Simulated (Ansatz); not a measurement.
A substitution series on C: H to F

On one C centre that keeps SiH3, n of the H ligands are replaced by F. The dipole moment y in D at wB97M-V/def2-TZVPP. Shapes: PBE0-D4/def2-TZVP. Programs: Ansatz 0.2.0.

| molecule | n | y (D) |
| --- | --- | --- |
| SiH3(CH3) | 0 | 0.81 |
| CH5FSi | 1 | ? |
| CH4F2Si | 2 | 1.90 |
| SiH3(CF3) | 3 | 2.20 |

Problem. Fit y = c + s·n to the known rows and predict CH5FSi.

Solution. 
1. Means of the 3 rows: n = 1.66667, y = 1.637.
2. Σ(Δn)² = 4.6667, Σ(Δn·Δy) = 2.2167, so the slope is 2.2167/4.6667 = 0.475.
3. Intercept: 1.637 − (0.475) × 1.66667 = 0.845. The largest residual of the fit is 0.10.
4. CH5FSi: 0.845 + (0.475) × 1 = 1.32 D.

The run gave 1.57 D, so the prediction is off by -0.25 D, more than the largest residual. The steps per swap are uneven (+0.76, +0.33, +0.30), so a line is a poor model. Dipoles add as vectors. Other levels give for CH5FSi: PBE-D4/def2-TZVPP 1.44; r2SCAN-D4/def2-TZVPP 1.51 D.

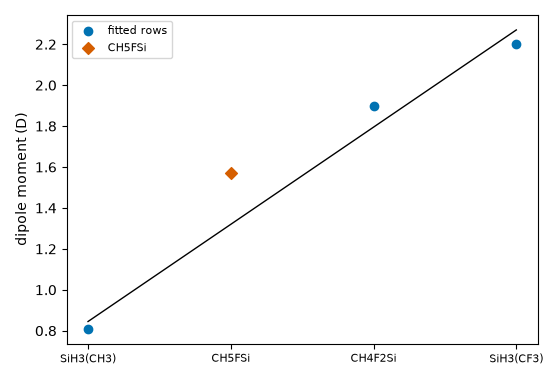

The fitted line, with the withheld member.
